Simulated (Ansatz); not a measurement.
**Geometry relaxation of CH6GeO2 (part 2 of 2)**

The same run, continued: CH6GeO2; RKS B3LYP-D4/def2-SVP (Ansatz 0.2.0). The input holds or restrains some coordinates. It belongs to a series of runs on one base structure; here: pulled along the bonds that form and break, towards end A.

Geometry of the input (Å):
```
Ge 0.0000  0.0000  0.0000
H  0.8769  0.0000  1.5144
C  2.0813  0.0000  0.5780
H  2.4290  -1.0463  0.4498
H  2.1298  0.5276  -0.3974
H  2.7332  0.5187  1.3114
O  -0.8337  1.4443  -0.5894
H  -1.7915  1.2136  -0.8118
O  -0.8337  -1.4443  -0.5894
H  -1.2883  -1.9100  0.1830
```

```
1109 factors; integrals over basis functions are off by at most 5.8e-4 eV
mean field -61738.17345662 eV, -2268.8360268938 hartree, gradient 5.2e-5 eV, S^2 0.000000; 1 other end points of the search recorded, 0 dependent functions left out
the calculation of the forces begins
reference -61738.17368899 eV, -2268.8360354333 hartree; 30, 30 occupied and 74, 74 virtual orbitals, 1109 factors
Total energy: -61738.44113756 eV, -2268.8458639869 hartree
Atom 0 at     0.096947    -0.032061     0.264067 Å, force     0.785914     0.001790     0.439530 eV/Å
Atom 1 at     0.260489    -0.203213     1.779542 Å, force    -1.318303    -0.136751     0.681741 eV/Å
Atom 2 at     2.030685     0.028431     0.224675 Å, force     0.554998     0.169978    -1.123058 eV/Å
Atom 3 at     2.367531    -0.906928     0.697964 Å, force    -0.017304    -0.001969    -0.000145 eV/Å
Atom 4 at     2.555604     0.157985    -0.734187 Å, force     0.004167    -0.011616    -0.001674 eV/Å
Atom 5 at     2.297638     0.864918     0.888950 Å, force    -0.001596     0.009597     0.013429 eV/Å
Atom 6 at    -0.681573     1.468022    -0.283179 Å, force     0.008900    -0.028223    -0.015311 eV/Å
Atom 7 at    -1.557613     1.295767    -0.654392 Å, force     0.001959     0.014730     0.000667 eV/Å
Atom 8 at    -0.737951    -1.368186    -0.575598 Å, force    -0.017957     0.004243     0.016362 eV/Å
Atom 9 at    -1.128757    -2.001136     0.040757 Å, force    -0.000776    -0.021780    -0.011540 eV/Å
Dipole moment:    -0.134872    -0.270324     0.178674 e Å
```

## Trajectory as extended XYZ (Å, eV, eV/Å), 9 frames, from step=1 to step=9
```
10
Properties=species:S:1:pos:R:3:forces:R:3 step=1 energy=-61733.05211
Ge    0.0000    0.0000    0.0000    0.5928  -0.3053   5.4943
H     0.8769    0.0000    1.5144   -3.9521   0.0120   0.1513
C     2.0813    0.0000    0.5780    1.7604  -0.3879  -4.6536
H     2.4290   -1.0463    0.4498   -0.0940   0.3721  -0.1734
H     2.1298    0.5276   -0.3974    2.0022   0.0358   0.1246
H     2.7332    0.5187    1.3114   -1.2886   0.2327   0.2945
O    -0.8337    1.4443   -0.5894   -1.1810   0.4240  -1.1320
H    -1.7915    1.2136   -0.8118    1.8411   0.2385   0.5187
O    -0.8337   -1.4443   -0.5894   -0.6471  -1.6182   0.7683
H    -1.2883   -1.9100    0.1830    0.9664   0.9964  -1.3927
10
Properties=species:S:1:pos:R:3:forces:R:3 step=2 energy=-61734.89707
Ge    0.0485   -0.0025    0.0832    0.7671  -0.0647   3.6049
H     0.6972    0.0002    1.5899   -3.8541  -0.0367   0.6707
C     2.1508   -0.0018    0.4658    0.4304  -0.0651  -1.5725
H     2.4351   -1.0539    0.4382    0.2240  -0.1671  -0.5697
H     2.1627    0.5415   -0.4305    2.4837   0.7621  -1.9453
H     2.7137    0.5178    1.3045   -1.6639  -0.1888  -0.4747
O    -0.8254    1.4348   -0.5921   -0.3392  -0.5258  -0.1711
H    -1.7750    1.2122   -0.8062    1.4260   0.0741   0.3698
O    -0.8230   -1.4412   -0.5775   -0.0895  -0.3231   0.9917
H    -1.2817   -1.9036    0.1733    0.6155   0.5350  -0.9038
10
Properties=species:S:1:pos:R:3:forces:R:3 step=3 energy=-61736.19372
Ge    0.1186   -0.0033    0.1419   -0.2404  -0.0123   2.0194
H     0.5240   -0.0009    1.6793   -2.8557  -0.0792   0.6007
C     2.1900    0.0001    0.3763   -0.6284  -0.2077   0.9629
H     2.4404   -1.0589    0.4227    0.3584  -0.2060  -0.7950
H     2.2163    0.5592   -0.4844    2.4687   1.1138  -2.7924
H     2.6764    0.5106    1.2884   -1.5536  -0.3525  -1.1250
O    -0.8167    1.4162   -0.5813    0.5646  -0.7320   0.3633
H    -1.7557    1.2082   -0.8014    1.0061  -0.1964   0.2958
O    -0.8153   -1.4282   -0.5591    0.5511   0.4427   0.8540
H    -1.2751   -1.8993    0.1661    0.3292   0.2294  -0.3837
10
Properties=species:S:1:pos:R:3:forces:R:3 step=4 energy=-61737.60575
Ge    0.1379   -0.0022    0.2209   -0.4170   0.0667   0.9157
H     0.3546   -0.0092    1.7701   -1.9847  -0.0962   0.4505
C     2.1357    0.0059    0.3175   -0.3101   0.4886  -0.5145
H     2.4498   -1.0482    0.3838    0.1449   0.0759  -0.7044
H     2.3510    0.5799   -0.5755    1.4401  -0.2229  -0.5762
H     2.5837    0.4969    1.2358   -1.0745  -0.0932  -0.7959
O    -0.7709    1.3933   -0.5526    0.7240  -0.5165   0.4746
H    -1.6991    1.1891   -0.7868    0.6850  -0.2316   0.2303
O    -0.7779   -1.4076   -0.5263    0.6244   0.4736   0.6555
H    -1.2617   -1.8943    0.1617    0.1679   0.0556  -0.1357
10
Properties=species:S:1:pos:R:3:forces:R:3 step=5 energy=-61738.32212
Ge    0.1033   -0.0019    0.2787    0.5484  -0.0157   0.2002
H     0.2679   -0.0356    1.8099   -1.5345  -0.0983   0.5901
C     2.0473    0.0261    0.2541    1.0385   0.4639  -1.4162
H     2.4159   -1.0157    0.3188   -0.0941   0.1021  -0.1910
H     2.5170    0.5438   -0.6261   -0.1573  -0.4931   0.5193
H     2.3992    0.5254    1.1804   -0.3325   0.0309  -0.2824
O    -0.6919    1.4003   -0.4976    0.0561  -0.1249   0.2148
H    -1.6015    1.1825   -0.7625    0.2707   0.0133   0.0697
O    -0.7244   -1.4110   -0.4827    0.1426   0.1541   0.3944
H    -1.2299   -1.9104    0.1756    0.0622  -0.0324  -0.0989
10
Properties=species:S:1:pos:R:3:forces:R:3 step=6 energy=-61738.40942
Ge    0.0975   -0.0112    0.2621    0.7101  -0.0436   0.3946
H     0.2421   -0.0891    1.7884   -1.3968  -0.1028   0.6489
C     2.0319    0.0298    0.2343    0.9601   0.2430  -1.1957
H     2.3987   -1.0039    0.3872   -0.1096   0.1459  -0.0035
H     2.5378    0.4496   -0.6637   -0.1507  -0.1825   0.2943
H     2.3219    0.6253    1.1226   -0.0957  -0.0839  -0.2620
O    -0.6648    1.4403   -0.4321   -0.0300  -0.1282   0.0534
H    -1.5620    1.2385   -0.7364    0.0658   0.0618   0.0102
O    -0.7231   -1.4166   -0.4882   -0.0303   0.0404   0.1795
H    -1.1770   -1.9591    0.1744    0.0771   0.0497  -0.1198
10
Properties=species:S:1:pos:R:3:forces:R:3 step=7 energy=-61738.43876
Ge    0.0990   -0.0291    0.2585    0.7097   0.0492   0.5335
H     0.2492   -0.1673    1.7783   -1.3108  -0.1338   0.6803
C     2.0336    0.0311    0.2266    0.6769   0.2174  -1.1023
H     2.3898   -0.9602    0.5551   -0.0506   0.0416  -0.0211
H     2.5444    0.3077   -0.7110   -0.0014  -0.0809   0.0520
H     2.3089    0.7642    1.0054   -0.0832  -0.0520  -0.0964
O    -0.6786    1.4588   -0.3272   -0.0320  -0.0739  -0.0493
H    -1.5410    1.2699   -0.7252    0.0640   0.0295   0.0397
O    -0.7523   -1.3875   -0.5294    0.0355   0.0431  -0.0371
H    -1.1499   -1.9839    0.1176   -0.0081  -0.0401   0.0007
10
Properties=species:S:1:pos:R:3:forces:R:3 step=8 energy=-61738.43982
Ge    0.0923   -0.0335    0.2786    0.8383   0.0142   0.3560
H     0.2669   -0.2163    1.7908   -1.3279  -0.1056   0.6990
C     2.0271    0.0313    0.2237    0.4729   0.2431  -1.1303
H     2.3817   -0.9229    0.6345    0.0076  -0.1105   0.0454
H     2.5385    0.2285   -0.7285    0.0306  -0.0317  -0.0767
H     2.2959    0.8281    0.9314   -0.0011   0.0591   0.0613
O    -0.6825    1.4642   -0.2828   -0.0168  -0.0352   0.0137
H    -1.5231    1.2825   -0.7261    0.0206   0.0087   0.0330
O    -0.7523   -1.3696   -0.5519   -0.0024   0.0109   0.0206
H    -1.1415   -1.9888    0.0789   -0.0218  -0.0532  -0.0220
10
Properties=species:S:1:pos:R:3:forces:R:3 step=9 energy=-61738.44091
Ge    0.0969   -0.0321    0.2641    0.7859   0.0018   0.4395
H     0.2605   -0.2032    1.7795   -1.3183  -0.1368   0.6817
C     2.0307    0.0284    0.2247    0.5550   0.1700  -1.1231
H     2.3675   -0.9069    0.6980   -0.0173  -0.0020  -0.0001
H     2.5556    0.1580   -0.7342    0.0042  -0.0116  -0.0017
H     2.2976    0.8649    0.8890   -0.0016   0.0096   0.0134
O    -0.6816    1.4680   -0.2832    0.0089  -0.0282  -0.0153
H    -1.5576    1.2958   -0.6544    0.0020   0.0147   0.0007
O    -0.7380   -1.3682   -0.5756   -0.0180   0.0042   0.0164
H    -1.1288   -2.0011    0.0408   -0.0008  -0.0218  -0.0115
```

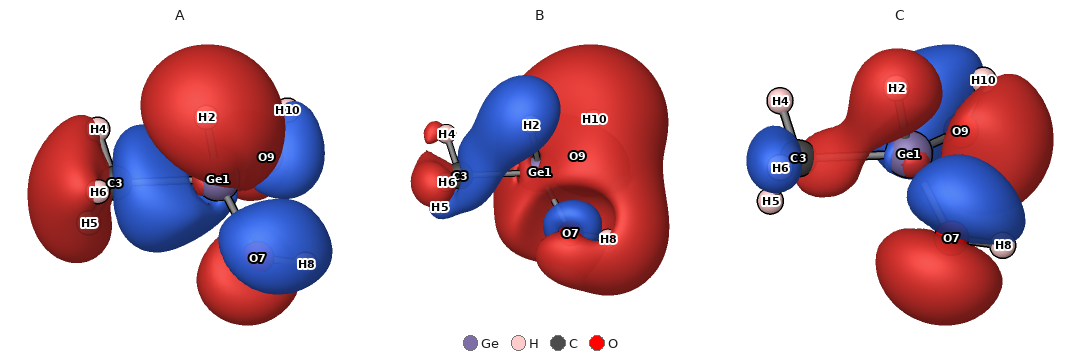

**Figure 1.** Three frontier orbitals at ±0.06 Å⁻³ᐟ² (red and blue are the two phases). C is the HOMO−1 (−8.44 eV). A is the HOMO (−7.48 eV). Its weight (Hirshfeld) is mainly on O7 (25 %), C3 (20 %), Ge1 (20 %), H2 (20 %) and O9 (10 %). B is the LUMO (0.30 eV). It lies mainly on Ge1 (30 %), O9 (15 %), H10 (15 %), O7 (10 %) and H8 (10 %). The HOMO–LUMO gap is 7.78 eV between the orbital energies.

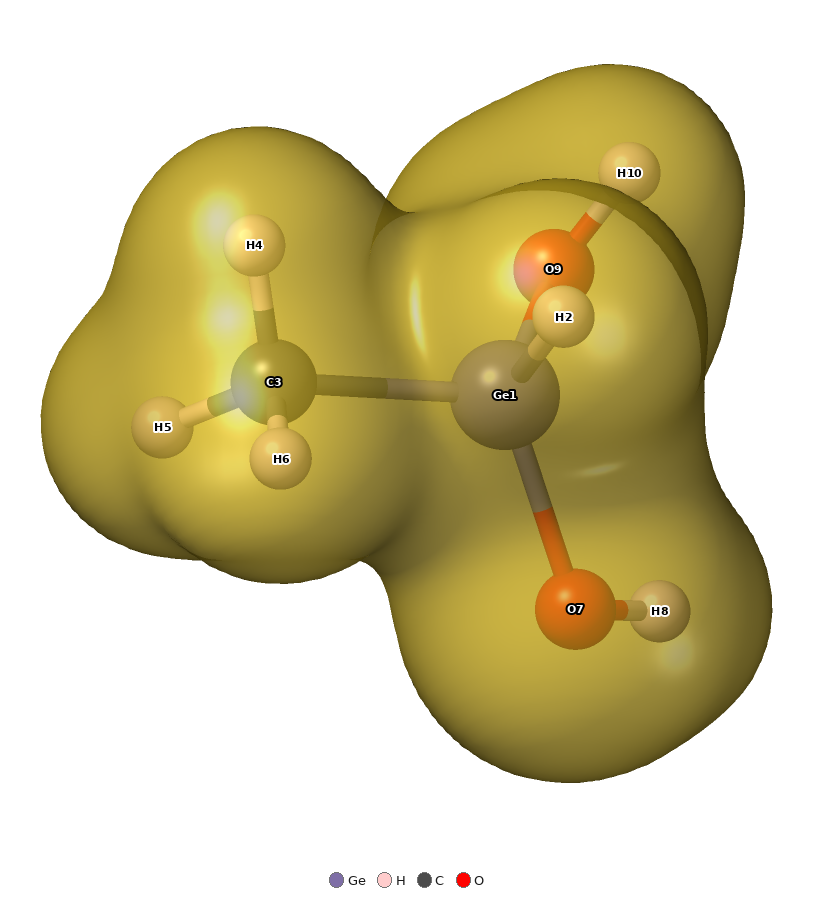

**Figure 2.** Isosurface of the electron density at 0.05 e/Å³ (yellow), seen at a tilt. At this value the surface is in one piece. On the grid the lowest density along these lines, outside the cores, is 0.93 e/Å³ (Ge–O, 1.78 Å), 0.89 e/Å³ (C–Ge, 1.94 Å), 2.3 e/Å³ (O–H, 0.97 Å) and 1.8 e/Å³ (C–H, 1.10 Å).

## Key numbers

- outcome: converged under the restraints of the input
- total energy: −61738.4411 eV
- mean-field energy: −61738.1737 eV
- largest force (length of the vector) at the end, held atoms and coordinates included: 1.490 eV/Å
- wall time: 28 s (CPU time 54 s)
- peak memory: 0.23 GiB
